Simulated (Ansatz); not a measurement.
```xyz
6
Lattice="4.0493 0.0000 0.0000 0.0000 4.0493 0.0000 0.0000 0.0000 8.8745" Properties=species:S:1:pos:R:3 pbc="T T T"
Bi    2.0246    2.0246    0.0000
Au    0.0000    0.0000    0.0000
Hf    0.0000    2.0246    6.5418
Hf    2.0246    0.0000    2.3328
Bi    0.0000    2.0246    3.3554
Bi    2.0246    0.0000    5.5192
```

Space group P-4m2; built by placing these elements on a known structure type.

All numbers below come from Ansatz 0.2.0, DFT, PAW plane waves, r2SCAN.

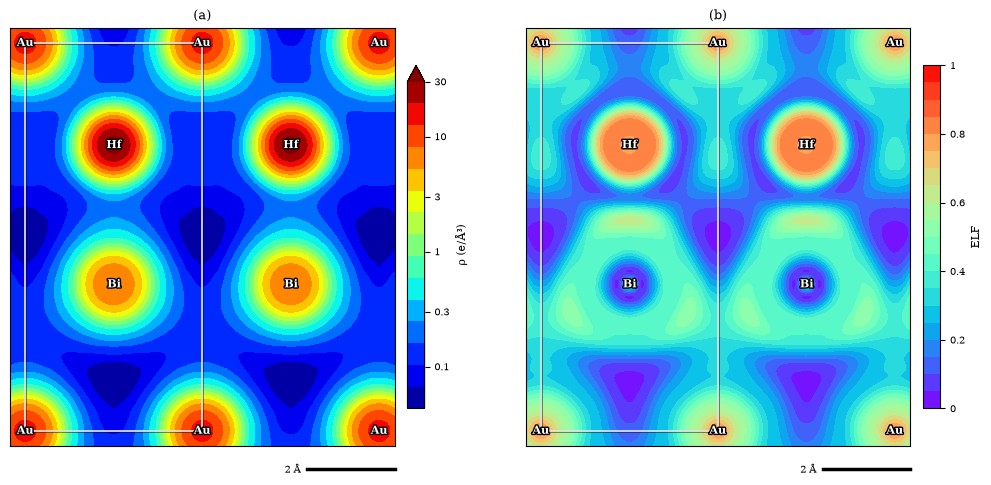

Hf2Bi3Au. (a) valence pseudo-density; (b) ELF on the (100) plane of the conventional cell.

Question: Describe what can be read from this map.

Answer:
- The section cuts through Au, Hf and Bi sites.
- Hf–Au (3.09 Å): the density is about 0.22 e/Å³ at the midpoint; the ELF is about 0.30 at the midpoint.
- Hf–Bi (3.19 Å): the density is about 0.24 e/Å³ at the midpoint; the ELF peaks at about 0.60 in the valence shell of Bi, 1.5 Å from its nucleus, and is about 0.55 at the midpoint.
- Between the atoms the lowest density in this plane is 0.04 e/Å³.
- The features right at Au and Hf lie inside the PAW spheres, where the map follows smoothed inner orbitals and isn't to be read closely.

Question: Which way does charge flow, and how much by Bader's partition?

Answer: Electrons move from Hf towards Bi and Au. Bader charges: Bi −0.89 to −0.23, Au −0.96 and Hf +1.48 e.
